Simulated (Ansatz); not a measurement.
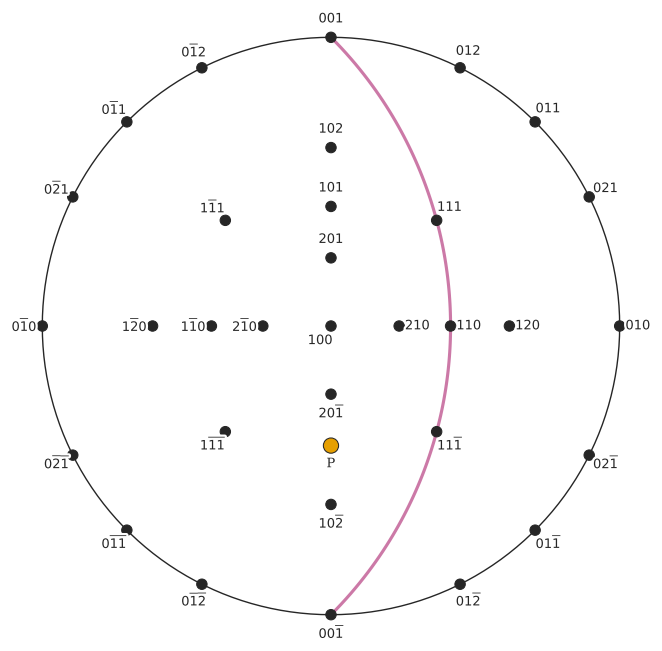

For GaSb, the geometry relaxed with DFT, PBE, PAW with Ansatz's default frozen-core files, scalar-relativistic in Ansatz; the starting structure was generated, so it need not be a known form of this composition: stereographic projection of plane normals (upper hemisphere) centred on (1 0 0). The drawing is computed from the coordinates (standard cell, symmetry found to 0.002 Å).

a = 6.216 Å, b = 6.216 Å, c = 6.216 Å, α = 90.00°, β = 90.00°, γ = 90.00°.

**Index the pole marked P.**

P is (1 0 −1), 45.0° from the centre.

**Which zone does the coloured great circle trace?**

The zone [1 −1 0]: its poles satisfy h − k = 0.

**What is the angle between the normals of (0 −2 −1) and (1 −1 1), and what are their d_hkl = 1/|g|?**

75.0°; d = 2.780 Å and 3.589 Å.
